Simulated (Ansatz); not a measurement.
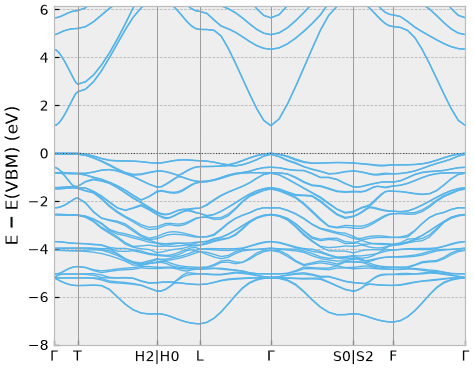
*Band structure from plane-wave PAW PBEsol with spin–orbit coupling (Ansatz code)*

Q: Read off the gap and where the band edges lie.

A: About 1.2 eV (1.15 eV by a search for the band edges); maximum at Γ, minimum at Γ.

The material is ZnInGaO4 in space group R3m (No. 160; Pearson symbol hR7).

The cell was relaxed with PBEsol under the symmetry of its start.

Potentials: the later of the program's two PAW sets.
